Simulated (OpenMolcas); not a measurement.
Multiconfigurational calculation, with input and output: Si

Si. Computed at this level: state-averaged SS-CASPT2, IPEA shift 0.2, sigma1 shift 0.15 hartree, closed shells 2s 2p 3s correlated, active space 2 electrons in the shell 3p, basis ANO-RCC-VTZP, DKH3 scalar Hamiltonian, spin-orbit coupling by RASSI with atomic mean-field integrals (OpenMolcas).

**Key numbers**

```tsv
quantity	value
outcome	converged
lowest level	3p² ³P₀
first excited level	3p² ³P₁, 68 cm⁻¹ (measured: 77)
energy of the lowest spin-free term	−289.53826 hartree
energy of the lowest spin-orbit level	−289.53886 hartree
CASPT2 correlation energy	−0.0804 hartree
largest spread among components of a term	89.2 cm⁻¹
lowest reference weight	0.927
hardware	1 thread of AMD EPYC 7571, 12 GiB of memory available, shared host
wall time	3.2 s
```

**Notes**

The components of ¹D, which symmetry makes degenerate, are split by 89 cm⁻¹ in CASPT2. This is an artefact; the levels of such states rest on averages and are uncertain by about as much. The run is of multi-state type; this report uses its single-state energies. Caveats: closed s shell leaves the highest p terms too high; only configurations of the active space are included.

**Input file**
```
&GATEWAY
Coord
1

Si 0.0 0.0 0.0
Basis=ANO-RCC-VTZP
Group=XYZ
NoMove
AngMom=0.0 0.0 0.0
AMFI
&SEWARD
Relativistic=R03O02
&RASSCF
FileOrb=start.orb
Symmetry=1
Spin=3
nActEl=2 0 0
Inactive=3 3
Ras2=0 3
CIRoot=3 3 1
SDav=3
CIMx=300
Iter=120 100
PrWF=0.3
OrbListing=Nothing
MaxOrb=0
Atom
>>> COPY $Project.JobIph JOB001
&RASSCF
FileOrb=start.orb
Symmetry=1
Spin=1
nActEl=2 0 0
Inactive=3 3
Ras2=0 3
CIRoot=6 6 1
SDav=6
CIMx=300
Iter=120 100
PrWF=0.3
OrbListing=Nothing
MaxOrb=0
Atom
CIOnly
>>> COPY $Project.JobIph JOB002
&RASSI
NrOfJobIphs=2 3 6
1 2 3
1 2 3 4 5 6
IphNames
JOB001
JOB002
EJob
SpinOrbit
DIPRint=1.0
SOCoupling=1000.0
Subsets=2
MEES
Property=10
'ANGMOM' 1 'ANGMOM' 2 'ANGMOM' 3 'MLTPL  1' 1 'MLTPL  1' 2 'MLTPL  1' 3
'AMFI' 1 'AMFI' 2 'AMFI' 3 'MLTPL  2' 6
SOProperty=3
'ANGMOM' 1 'ANGMOM' 2 'ANGMOM' 3
>>> COPY JOB001 $Project.JobIph
&CASPT2
Multistate=3 1 2 3
Frozen=1 0
IPEA=0.2
Sig1=0.15
MaxIter=60
WThr=0.0 0.3 0.05
PrWF=0.5
NoMix
>>> COPY JOB002 $Project.JobIph
&CASPT2
Multistate=6 1 2 3 4 5 6
Frozen=1 0
IPEA=0.2
Sig1=0.15
MaxIter=60
WThr=0.0 0.3 0.05
PrWF=0.5
NoMix
```

The file start.orb holds starting orbitals from an earlier step. A driver script formed the levels outside the program, from RASSI's spin-orbit matrix and the CASPT2 energies (for multi-state variants, the effective Hamiltonian), averaged over the components of each term or state. The log and the time are those of the CASPT2 step.

Run as:
```bash
OMP_NUM_THREADS=1 MOLCAS_MEM=2252 MOLCAS_PROJECT=a pymolcas a.inp > a.log  # once for each step of the input, in one work folder
```

**Log (extracts)**
```
--- CASPT2 ---
Orbital specifications:
      -----------------------

      Symmetry species                           1   2
                                                ag  au
      Frozen orbitals                            1   0
      Inactive orbitals                          2   3
      Active orbitals                            0   3
      Secondary orbitals                        12  13
      Deleted orbitals                           0   0
      Number of basis functions                 15  19
Type of calculation                        MS-CASPT2
      Fock operator                              state-specific
      IPEA shift                                 0.20
      Real shift                                 0.00
      Imaginary shift                            0.00
      Sigma^1 regularizer                        0.15
      The input orbitals will be transformed to quasi-canonical
Reference energy:        -289.4578814285
      E2 (Non-variational):      -0.0803546484
      Shift correction:          -0.0000212187
      E2 (Variational):          -0.0803758671
      Total energy:            -289.5382572956
      Residual norm:              0.0000000689
      Reference weight:           0.95911
      Contributions to the CASPT2 correlation energy
      Active & Virtual Only:         -0.0061502567
      One Inactive Excited:          -0.0398589107
      Two Inactive Excited:          -0.0343454810
Reference energy:        -289.4578814285
      E2 (Non-variational):      -0.0803546484
      Shift correction:          -0.0000212187
      E2 (Variational):          -0.0803758671
      Total energy:            -289.5382572956
      Residual norm:              0.0000000689
      Reference weight:           0.95911
      Contributions to the CASPT2 correlation energy
      Active & Virtual Only:         -0.0061502567
      One Inactive Excited:          -0.0398589107
      Two Inactive Excited:          -0.0343454810
::    CASPT2 Root  1     Total energy:   -289.53825730
::    CASPT2 Root  2     Total energy:   -289.53825730
::    CASPT2 Root  3     Total energy:   -289.53825730
::    MS-CASPT2 Root  1     Total energy:   -289.53825730
::    MS-CASPT2 Root  2     Total energy:   -289.53825730
::    MS-CASPT2 Root  3     Total energy:   -289.53825730
--- CASPT2 ---
Orbital specifications:
      -----------------------

      Symmetry species                           1   2
                                                ag  au
      Frozen orbitals                            1   0
      Inactive orbitals                          2   3
      Active orbitals                            0   3
      Secondary orbitals                        12  13
      Deleted orbitals                           0   0
      Number of basis functions                 15  19
Type of calculation                        MS-CASPT2
      Fock operator                              state-specific
      IPEA shift                                 0.20
      Real shift                                 0.00
      Imaginary shift                            0.00
      Sigma^1 regularizer                        0.15
      The input orbitals will be transformed to quasi-canonical
Reference energy:        -289.4180516545
      E2 (Non-variational):      -0.0920053762
      Shift correction:          -0.0000668084
      E2 (Variational):          -0.0920721847
      Total energy:            -289.5101238391
      Residual norm:              0.0000000888
      Reference weight:           0.94792
      Contributions to the CASPT2 correlation energy
      Active & Virtual Only:         -0.0136185779
      One Inactive Excited:          -0.0440192837
      Two Inactive Excited:          -0.0343675146
Reference energy:        -289.4180516545
      E2 (Non-variational):      -0.0919883446
      Shift correction:          -0.0000668588
      E2 (Variational):          -0.0920552034
      Total energy:            -289.5101068579
      Residual norm:              0.0000000911
      Reference weight:           0.94794
      Contributions to the CASPT2 correlation energy
      Active & Virtual Only:         -0.0136188477
      One Inactive Excited:          -0.0440186208
      Two Inactive Excited:          -0.0343508761
::    CASPT2 Root  1     Total energy:   -289.51012384
::    CASPT2 Root  2     Total energy:   -289.51010686
::    CASPT2 Root  3     Total energy:   -289.50971742
::    CASPT2 Root  4     Total energy:   -289.51012372
::    CASPT2 Root  5     Total energy:   -289.51011362
::    CASPT2 Root  6     Total energy:   -289.46863291
::    MS-CASPT2 Root  1     Total energy:   -289.51020833
::    MS-CASPT2 Root  2     Total energy:   -289.51013233
::    MS-CASPT2 Root  3     Total energy:   -289.51011800
::    MS-CASPT2 Root  4     Total energy:   -289.51005177
::    MS-CASPT2 Root  5     Total energy:   -289.50973827
::    MS-CASPT2 Root  6     Total energy:   -289.46856966
```

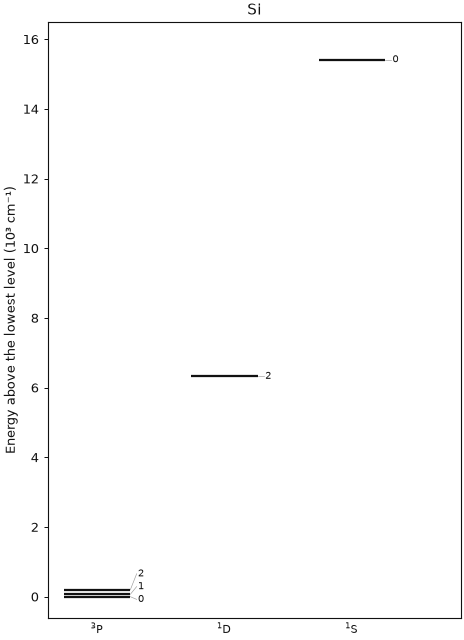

Fig. 1: Level diagram of the Si atom. The lowest level is 3p² ³P₀. The first excited level, 3p² ³P₁, lies at 67.6 cm⁻¹. The ground term spreads over 197 cm⁻¹ in the order J = 0, 1, 2, a normal multiplet. All levels drawn have even parity, so no electric dipole line joins them. The leading LS term holds 100 % of a level on average. Spin-orbit coupling puts the ground level 133 cm⁻¹ below the lowest spin-free term.

```tsv
Configuration	Level	E (cm⁻¹)	Landé g
3p²	³P₀	0	–
3p²	³P₁	67.6	1.501
3p²	³P₂	197	1.501
3p²	¹D₂	6,328	1.000
3p²	¹S₀	15,420	–
```
